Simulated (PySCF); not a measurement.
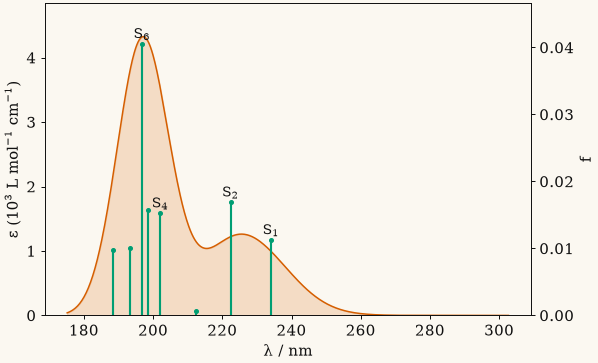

Vertical TDDFT excitations, B3LYP/def2-SVPD with PySCF 2.14.0, at a GFN2-xTB geometry (no frequency check), gas phase. Only the first 8 singlet excitations are included; each is broadened by a Gaussian of 1/e half-width 0.30 eV. Sticks give oscillator strengths (right axis).

### Whose absorption spectrum is this?
A. C₆H₇BOS, SMILES C#CC1=[O+][B@@H-](C)SC=C1
B. C₄H₇GaO₂, SMILES C=C[C@H]1C[O][GaH][O]1, singlet

B. Its lowest singlet lies at 5.30 eV (f = 0.011) and the brightest of those computed is S6 at 6.30 eV (197 nm), f = 0.041, mainly HOMO−1 → LUMO+1 (70 %) (S5 lies within 0.06 eV, too close to order).

Note: the tight-binding geometry is rougher than a DFT one and adds to the error; one conformer of a flexible molecule; core orbitals are frozen in the response.
